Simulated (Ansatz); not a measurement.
AlN$_{2}$H$_{6}$F: geometry relaxation (part 1 of 2)

System: AlN$_{2}$H$_{6}$F.
Method: RKS B3LYP-D4/6-31G* (Ansatz 0.2.0).

The input holds or restrains some coordinates. It belongs to a series of runs on one base structure; here: pulled along the bonds that form and break, towards end A.

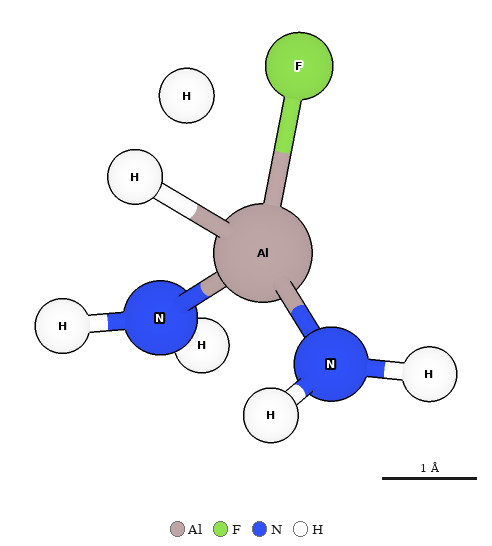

*The structure as given in the input (ball-and-stick view, seen at a tilt). Sticks mark near contacts.*

Bond lengths as drawn: Al–F 2.04 Å, Al–H 1.86 Å, Al–N 1.92 Å and H–N 1.06 Å.

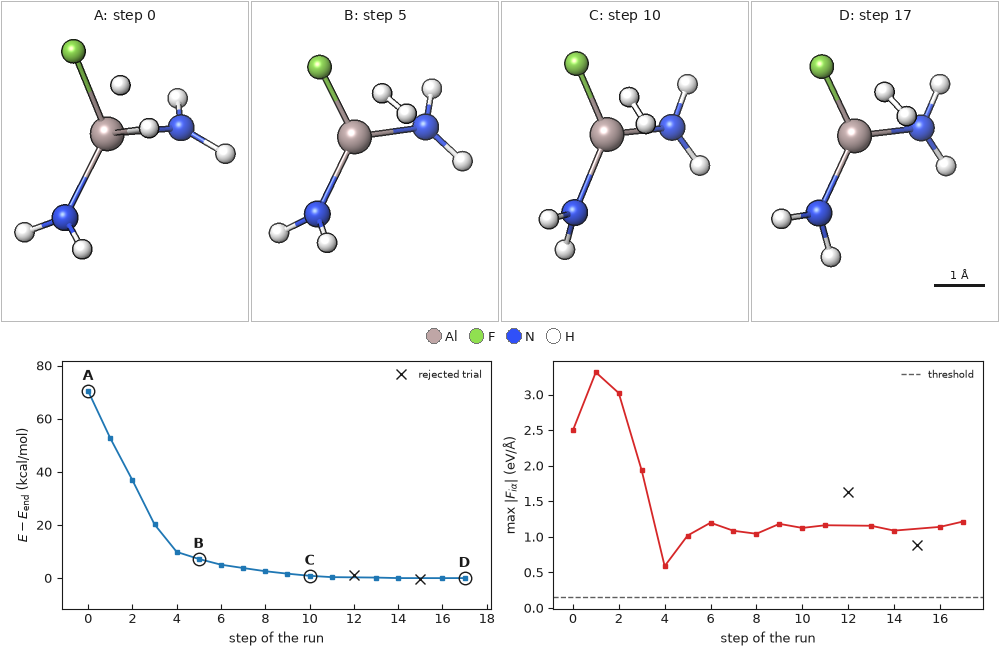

*Frames of the restrained relaxation (ball-and-stick view, seen at a tilt) above the curves, on which the letters mark them (the first geometry is step 0 here and step 1 in the log).*

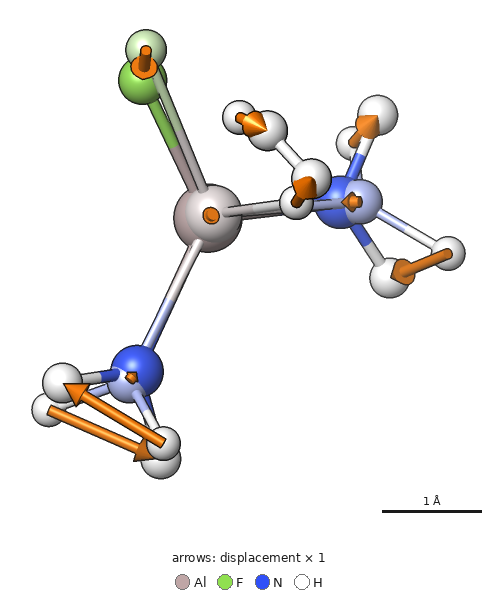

*Start (faint) and end (solid) with the displacements as orange arrows, at true length (ball-and-stick view, seen at a tilt). The two geometries are laid on each other by the best rigid fit.*

The energy falls by 70.4 kcal/mol in 17 geometry steps. Largest force component: 2.5 eV/Å at the start, 1.2 eV/Å at the end. The line search rejected the trial steps at points 12, 15 (counted from 0) and went back. H4 moves most after the best rigid fit: 1.25 Å. Largest moves by element: H 1.25 Å, F 0.57 Å, N 0.22 Å, Al 0.18 Å. Distances before and after: Al1–H9 1.860 → 2.763 Å, Al1–F2 2.040 → 1.678 Å, H9–H10 1.047 → 0.709 Å, Al1–N3 1.920 → 1.771 Å. New bonds form: H9–H10 (1.05 → 0.71 Å). Among the angles that change: H4–N3–H5 120.0° → 110.5°, H7–N6–H8 120.0° → 110.5°, Al1–N3–H4 120.0° → 125.1°. (Atoms are counted from 1 in the order of the input.)

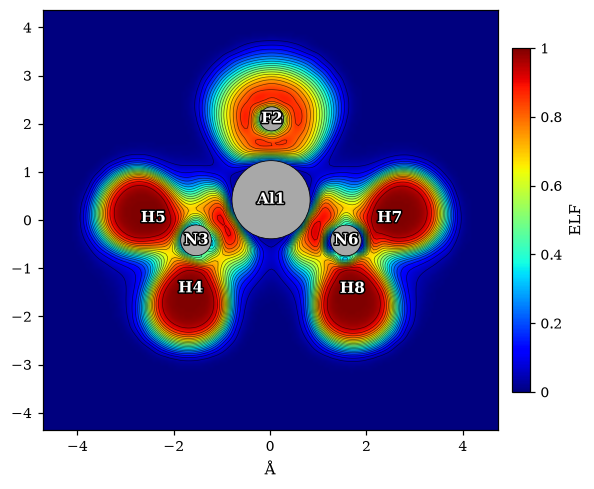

*Electron localisation function on the plane of atoms F2, Al1 and N3. Grey discs, where drawn, cover atomic cores.*

Atoms in the plane: Al, F, N and H. Al–F (1.68 Å): the ELF peaks at about 0.85 in the valence shell of F, 0.5 Å from its nucleus, and is about 0.25 at the midpoint. Al–N (1.77 Å): the ELF peaks at about 0.90 in the valence shell of N, 0.7 Å from its nucleus, and is about 0.60 at the midpoint. N–H (1.01 Å): the ELF climbs to about 1 towards the hydrogen; a covalent bond by its length.

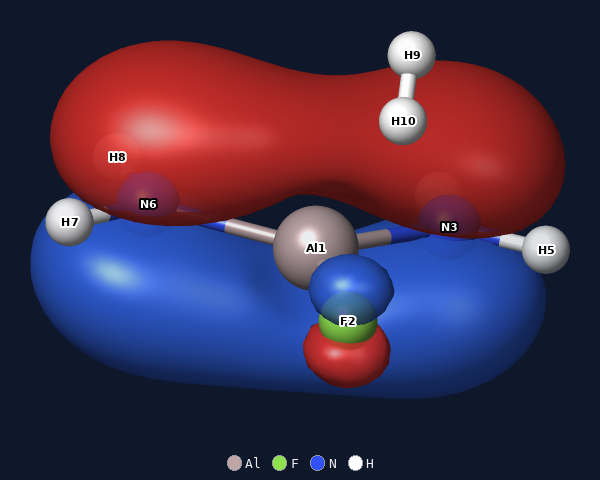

*The HOMO−1 at ±0.08 Å⁻³ᐟ² (red and blue are the two phases), seen from the side.*

Its energy is −7.09 eV.

These pictures come from the run below.

### Input
```yaml
crystal:
  periodic: [false, false, false]
  atoms:
    - { symbol: Al, position_ang: [0.0, 0.0, 0.0] }
    - { symbol: F, position_ang: [0.0, 0.0, 2.04] }
    - { symbol: "N", position_ang: [1.6627, 0.0, -0.96] }
    - { symbol: H, position_ang: [2.1293, -0.9179, -1.2118] }
    - { symbol: H, position_ang: [2.1141, 0.9179, -1.2382] }
    - { symbol: "N", position_ang: [-1.6627, 0.0, -0.96] }
    - { symbol: H, position_ang: [-2.3316, -0.8164, -0.8614] }
    - { symbol: H, position_ang: [-1.9118, 0.8164, -1.5886] }
    - { symbol: H, position_ang: [0.0834, 1.7631, 0.5865] }
    - { symbol: H, position_ang: [0.0624, 1.3199, 1.5347] }
basis:
  gaussian: { orbitals: "6-31G*" }
hamiltonian:
  xc: b3lyp
  dispersion: d4
relax:
  f_tol: 0.15
  max_steps: 25
  restrain:
    - { distance: [0, 8], at: 2.76, k: 30.0 }
    - { distance: [9, 1], at: 2.12, k: 30.0 }
    - { distance: [0, 1], at: 1.69, k: 30.0 }
    - { distance: [9, 8], at: 0.66, k: 30.0 }
output:
  orbitals: {}
```

Launched with:
```bash
ansatz run input.yaml --threads 1 --pin off --max-ram 2048MiB --backend cpu --events-out ev --progress --plain --runs-dir out
```

### The program's output
```
The last accepted step is kept in [file] (removed where the run ends without a failure and the disk answers)
Engine: ansatz 0.2.0, x86_64-unknown-linux-gnu
Functional definition: B3LYP
  parameter a0 = 0.2
  parameter ax = 0.72
  parameter ac = 0.81
  exchange = (1 - a0 - ax)*slater_x + ax*b88_x + a0*exact_x
  correlation = (1 - ac)*vwn_rpa_c + ac*lyp_c
835 factors; integrals over basis functions are off by at most 5.3e-4 eV
mean field evaluation 1: about -12377.9627 eV, gradient 8.4e1 eV
mean field evaluation 2: about -12329.9337 eV, gradient 1.5e2 eV
mean field evaluation 4: about -12391.3346 eV, gradient 1.6e1 eV
mean field evaluation 8: about -12391.7444 eV, gradient 4.6e-1 eV
mean field evaluation 16: about -12391.7449 eV, gradient 1.5e-5 eV
mean field -12391.74487574 eV, -455.3882247570 hartree, gradient 1.5e-5 eV, S^2 0.000000; 0 other end points of the search recorded, 0 dependent functions left out
the calculation of the forces begins
reference -12391.74514023 eV, -455.3882344771 hartree; 21, 21 occupied and 55, 55 virtual orbitals, 835 factors
relax step   1: F+E_penalty+E_count = -12391.98116323 eV  Δ(F+E_penalty+E_count) = +0.000e0 eV  max|allowed force component| = 2.495e0 eV/Å  E_restraint = 23.69547985 eV  max|allowed force component, restraints' pulls added| = 2.490e1 eV/Å  Δτ_max = 0.0000 Å  (27 SCF iters, accepted)
  distance Al 0 - H 8 = 1.8600 Å
  distance H 9 - F 1 = 1.4147 Å
  distance Al 0 - F 1 = 2.0400 Å
  distance H 9 - H 8 = 1.0469 Å
these checks for a lower state are left out or cut short: starts, cluster_reference, orbital_swaps, neighbouring_geometries, increment
835 factors; integrals over basis functions are off by at most 5.1e-4 eV
mean field -12392.52000032 eV, -455.4167100602 hartree, gradient 7.4e-5 eV, S^2 0.000000; 0 other end points of the search recorded, 0 dependent functions left out
[... from here on the field's lines of each further geometry are left out, up to the last ...]
relax step   2: F+E_penalty+E_count = -12392.75066606 eV  Δ(F+E_penalty+E_count) = -7.695e-1 eV  max|allowed force component| = 3.313e0 eV/Å  E_restraint = 9.90056615 eV  max|allowed force component, restraints' pulls added| = 1.722e1 eV/Å  Δτ_max = 0.1949 Å  (30 SCF iters, accepted)
relax step   3: F+E_penalty+E_count = -12393.43645035 eV  Δ(F+E_penalty+E_count) = -6.858e-1 eV  max|allowed force component| = 3.021e0 eV/Å  E_restraint = 1.96738130 eV  max|allowed force component, restraints' pulls added| = 8.881e0 eV/Å  Δτ_max = 0.1946 Å  (29 SCF iters, accepted)
relax step   4: F+E_penalty+E_count = -12394.15935419 eV  Δ(F+E_penalty+E_count) = -7.229e-1 eV  max|allowed force component| = 1.934e0 eV/Å  E_restraint = 0.10549568 eV  max|allowed force component, restraints' pulls added| = 2.785e0 eV/Å  Δτ_max = 0.1947 Å  (28 SCF iters, accepted)
relax step   5: F+E_penalty+E_count = -12394.60710733 eV  Δ(F+E_penalty+E_count) = -4.478e-1 eV  max|allowed force component| = 5.886e-1 eV/Å  E_restraint = 0.10993800 eV  max|allowed force component, restraints' pulls added| = 2.150e0 eV/Å  Δτ_max = 0.1946 Å  (28 SCF iters, accepted)
relax step   6: F+E_penalty+E_count = -12394.72251044 eV  Δ(F+E_penalty+E_count) = -1.154e-1 eV  max|allowed force component| = 1.018e0 eV/Å  E_restraint = 0.06458060 eV  max|allowed force component, restraints' pulls added| = 7.665e-1 eV/Å  Δτ_max = 0.1974 Å  (26 SCF iters, accepted)
relax step   7: F+E_penalty+E_count = -12394.81585343 eV  Δ(F+E_penalty+E_count) = -9.334e-2 eV  max|allowed force component| = 1.199e0 eV/Å  E_restraint = 0.04867433 eV  max|allowed force component, restraints' pulls added| = 3.500e-1 eV/Å  Δτ_max = 0.1999 Å  (27 SCF iters, accepted)
relax step   8: F+E_penalty+E_count = -12394.87006025 eV  Δ(F+E_penalty+E_count) = -5.421e-2 eV  max|allowed force component| = 1.085e0 eV/Å  E_restraint = 0.04843843 eV  max|allowed force component, restraints' pulls added| = 1.085e0 eV/Å  Δτ_max = 0.1953 Å  (27 SCF iters, accepted)
relax step   9: F+E_penalty+E_count = -12394.92223305 eV  Δ(F+E_penalty+E_count) = -5.217e-2 eV  max|allowed force component| = 1.043e0 eV/Å  E_restraint = 0.05270565 eV  max|allowed force component, restraints' pulls added| = 5.790e-1 eV/Å  Δτ_max = 0.1999 Å  (27 SCF iters, accepted)
relax step  10: F+E_penalty+E_count = -12394.96233943 eV  Δ(F+E_penalty+E_count) = -4.011e-2 eV  max|allowed force component| = 1.183e0 eV/Å  E_restraint = 0.04283089 eV  max|allowed force component, restraints' pulls added| = 2.249e-1 eV/Å  Δτ_max = 0.1998 Å  (27 SCF iters, accepted)
relax step  11: F+E_penalty+E_count = -12394.99699754 eV  Δ(F+E_penalty+E_count) = -3.466e-2 eV  max|allowed force component| = 1.125e0 eV/Å  E_restraint = 0.04126981 eV  max|allowed force component, restraints' pulls added| = 2.837e-1 eV/Å  Δτ_max = 0.2000 Å  (27 SCF iters, accepted)
relax step  12: F+E_penalty+E_count = -12395.01888385 eV  Δ(F+E_penalty+E_count) = -2.189e-2 eV  max|allowed force component| = 1.163e0 eV/Å  E_restraint = 0.03895762 eV  max|allowed force component, restraints' pulls added| = 1.353e-1 eV/Å  Δτ_max = 0.2000 Å  (27 SCF iters, accepted)
relax step  13: F+E_penalty+E_count = -12394.98590024 eV  Δ(F+E_penalty+E_count) = +3.298e-2 eV  max|allowed force component| = 1.632e0 eV/Å  E_restraint = 0.04998727 eV  max|allowed force component, restraints' pulls added| = 1.632e0 eV/Å  Δτ_max = 0.1966 Å  (27 SCF iters, rejected (line search))
relax step  14: F+E_penalty+E_count = -12395.02589405 eV  Δ(F+E_penalty+E_count) = -7.010e-3 eV  max|allowed force component| = 1.156e0 eV/Å  E_restraint = 0.04039280 eV  max|allowed force component, restraints' pulls added| = 2.115e-1 eV/Å  Δτ_max = 0.0842 Å  (23 SCF iters, accepted)
relax step  15: F+E_penalty+E_count = -12395.03442655 eV  Δ(F+E_penalty+E_count) = -8.533e-3 eV  max|allowed force component| = 1.088e0 eV/Å  E_restraint = 0.04575298 eV  max|allowed force component, restraints' pulls added| = 3.407e-1 eV/Å  Δτ_max = 0.0979 Å  (24 SCF iters, accepted)
relax step  16: F+E_penalty+E_count = -12395.04236765 eV  Δ(F+E_penalty+E_count) = -7.941e-3 eV  max|allowed force component| = 8.909e-1 eV/Å  E_restraint = 0.05378916 eV  max|allowed force component, restraints' pulls added| = 5.082e-1 eV/Å  Δτ_max = 0.0888 Å  (24 SCF iters, rejected (line search))
relax step  17: F+E_penalty+E_count = -12395.03498372 eV  Δ(F+E_penalty+E_count) = -5.572e-4 eV  max|allowed force component| = 1.140e0 eV/Å  E_restraint = 0.04204270 eV  max|allowed force component, restraints' pulls added| = 1.641e-1 eV/Å  Δτ_max = 0.0444 Å  (24 SCF iters, accepted)
the calculation of the forces begins
reference -12394.79251157 eV, -455.5002233079 hartree; 21, 21 occupied and 55, 55 virtual orbitals, 835 factors
relax step  18: F+E_penalty+E_count = -12395.03438257 eV  Δ(F+E_penalty+E_count) = +6.012e-4 eV  max|allowed force component| = 1.215e0 eV/Å  E_restraint = 0.03849991 eV  max|allowed force component, restraints' pulls added| = 1.972e-2 eV/Å  Δτ_max = 0.0750 Å  (24 SCF iters, accepted)
  distance Al 0 - H 8 = 2.7629 Å
  distance H 9 - F 1 = 2.1254 Å
  distance Al 0 - F 1 = 1.6783 Å
  distance H 9 - H 8 = 0.7089 Å
835 factors; integrals over basis functions are off by at most 8.6e-4 eV
mean field evaluation 128: about -12394.7923 eV, gradient 7.8e-5 eV
mean field -12394.79225300 eV, -455.5002138058 hartree, gradient 7.8e-5 eV, S^2 0.000000; 1 other end points of the search recorded, 0 dependent functions left out
the calculation of the forces begins
reference -12394.79251157 eV, -455.5002233079 hartree; 21, 21 occupied and 55, 55 virtual orbitals, 835 factors
Total energy: -12395.03464113 eV, -455.5091214054 hartree
Atom 0 at    -0.013365    -0.143973    -0.076185 Å, force    -0.000821    -0.119170     0.325620 eV/Å
Atom 1 at    -0.031289    -0.258781     1.598080 Å, force     0.000017    -0.133164    -0.354664 eV/Å
Atom 2 at     1.545625    -0.012857    -0.905825 Å, force     0.014530    -0.008814    -0.017495 eV/Å
Atom 3 at     1.676931    -0.059308    -1.907870 Å, force    -0.001332     0.005242     0.019717 eV/Å
Atom 4 at     2.437928     0.058375    -0.434785 Å, force    -0.005606    -0.001366    -0.002367 eV/Å
Atom 5 at    -1.558976    -0.234338    -0.936860 Å, force    -0.018654     0.005954    -0.007186 eV/Å
Atom 6 at    -2.452494    -0.380927    -0.485656 Å, force     0.007427     0.004717    -0.005800 eV/Å
Atom 7 at    -1.677339    -0.143957    -1.937516 Å, force     0.001862    -0.002165     0.018078 eV/Å
Atom 8 at     0.141708     2.400881     0.988334 Å, force     0.133245     1.215274    -0.900344 eV/Å
Atom 9 at     0.077072     1.857884     1.439483 Å, force    -0.130668    -0.966509     0.924442 eV/Å
Dipole moment:     0.003821     0.034216    -0.478773 e Å
```

### Trajectory as extended XYZ (Å, eV, eV/Å), 18 frames, from step=1 to step=18
```
10
Properties=species:S:1:pos:R:3:forces:R:3 step=1 energy=-12391.98116
Al    0.0000    0.0000    0.0000    0.0969   1.3622  -0.3621
F     0.0000    0.0000    2.0400   -0.0567  -0.2443  -2.4953
N     1.6627    0.0000   -0.9600   -1.1149  -0.5336   0.9178
H     2.1293   -0.9179   -1.2118   -0.4109   2.1034   0.1230
H     2.1141    0.9179   -1.2382   -0.4062  -2.0215   0.4740
N    -1.6627    0.0000   -0.9600    0.9533  -0.7104   1.2019
H    -2.3316   -0.8164   -0.8614    0.7738   1.9231  -0.5847
H    -1.9118    0.8164   -1.5886    0.1487  -1.8321   1.0465
H     0.0834    1.7631    0.5865   -0.0145  -0.2915   1.9823
H     0.0624    1.3199    1.5347    0.0305   0.2447  -2.3035
```
